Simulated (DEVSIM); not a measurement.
System: Si n-i-p diode, at 300 K.

```csv
layer (left to right),material,thickness (μm),Nd (cm⁻³),Na (cm⁻³),τn (s),τp (s)
1,Si,0.300,3.6e16,-,4.4e-7,4.4e-7
2,Si,2.10,-,9.5e12,4.4e-7,4.4e-7
3,Si,1.40,-,3.8e17,4.4e-7,4.4e-7
```

Left contact: ohmic. Right contact: ohmic. Voltage is applied to the left contact. Recombination: SRH at mid-gap, radiative, Auger. Gap narrowing is on: ΔEg = 6.92 meV × (l + √(l² + 0.5)), l = ln(N/1.3e17 cm⁻³), shared equally by both band edges. Mobility is μmin + (μ − μmin)/(1 + (N/Nref)^α).

The device is made up for the run: typed textbook-type constants, with dimensions and the other settings drawn at random. Values at 300 K.

```csv
parameter,Si
gap (eV),1.124
affinity (eV),4.05
permittivity,11.7
Nc (cm⁻³),2.86e19
Nv (cm⁻³),3.1e19
μn (cm²/Vs),1417
μp (cm²/Vs),470
"μn,min",52
"μp,min",45
"Nref,n",9.7e16
"Nref,p",2.2e17
αn,0.68
αp,0.72
B (cm³/s),4.7e-15
Cn (cm⁶/s),2.8e-31
Cp (cm⁶/s),9.9e-32
```

DEVSIM, 1D drift-diffusion, Boltzmann statistics, complete ionisation; no tunnelling, impact ionisation, image-force lowering or self-heating.

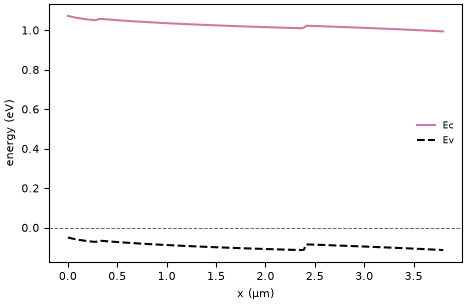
Figure. Band edges at -0.9 V on the left contact

Energies count from the Fermi level of the right contact; mesh points crowd at the junctions.

```
x (μm)   Ec (eV)  Ev (eV)  n (cm⁻³)  p (cm⁻³)  field (V/cm)
-------  -------  -------  --------  --------  ------------
0.000      1.073   -0.050    3.6e16      3400         -1300
0.02820    1.069   -0.054    4.0e16    4.2e15         -1200
0.08793    1.063   -0.060    4.8e16    1.2e16          -910
0.1880     1.055   -0.068    5.9e16    2.3e16          -660
0.2747     1.051   -0.072    6.5e16    3.2e16           -10
0.3010     1.054   -0.069    5.6e16    4.0e16          2800
0.3322     1.057   -0.067    4.9e16    4.8e16          -120
0.4488     1.053   -0.071    5.4e16    5.4e16          -380
0.6604     1.045   -0.079    6.5e16    6.5e16          -320
1.165      1.032   -0.092    8.9e16    8.9e16          -230
1.834      1.018   -0.106    1.2e17    1.2e17          -170
2.223      1.012   -0.112    1.4e17    1.4e17          -150
2.337      1.010   -0.113    1.5e17    1.5e17          -140
2.385      1.012   -0.112    1.4e17    1.6e17          2300
2.420      1.022   -0.085    8.9e16    4.6e17           260
2.478      1.022   -0.086    8.5e16    4.7e17          -180
2.601      1.019   -0.088    8.0e16    4.6e17          -180
2.892      1.014   -0.094    6.6e16    4.5e17          -190
3.468      1.002   -0.106    2.9e16    4.1e17          -230
3.663      0.997   -0.110    1.3e16    3.9e17          -240
3.754      0.995   -0.113    4.6e15    3.8e17          -250
3.800      0.994   -0.114       570    3.8e17          -260
```
